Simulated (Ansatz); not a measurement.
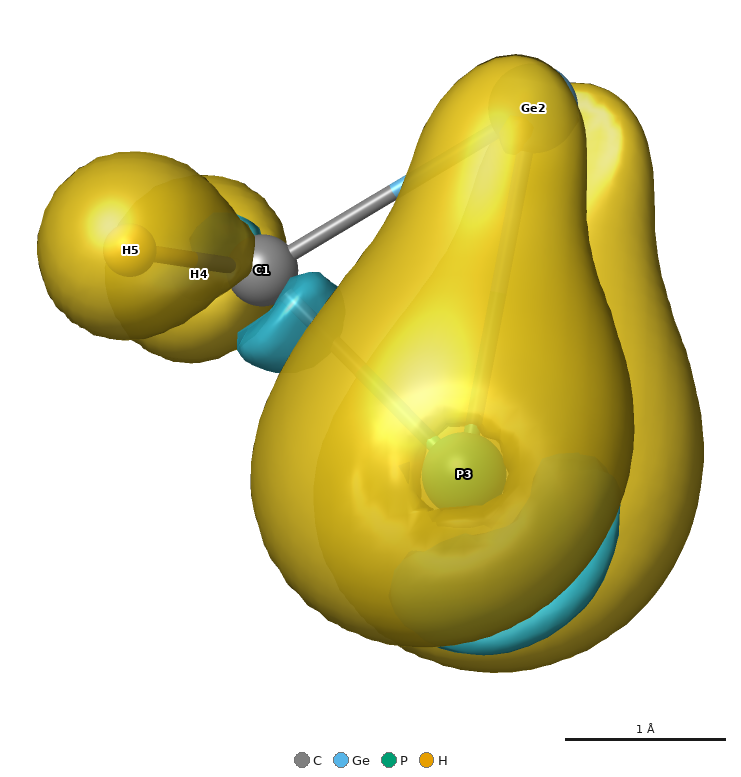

The picture shows: CH₂GeP (doublet). Isosurfaces of the spin density at +0.015 (yellow) and −0.015 e/Å³ (cyan), seen at an oblique angle.

Geometry: PBE0-D3(BJ)/def2-SVP.

Level of theory: isolated molecule in a Gaussian basis; Kohn-Sham density functional theory, functional PBE0 in Ansatz.

```xyz
5

C     0.0949   -0.7486   -0.0519
Ge    0.6115    1.0106    0.7549
P    -0.2597    0.5115   -1.3519
H    -0.7752   -1.2780    0.3707
H     0.8949   -1.4740   -0.2745
```

Q: Which atoms carry the spin?

A: The unpaired spin (1 electron) lies mostly on P3 (about 0.7) and Ge2 (about 0.1), in electrons by Hirshfeld's partition.
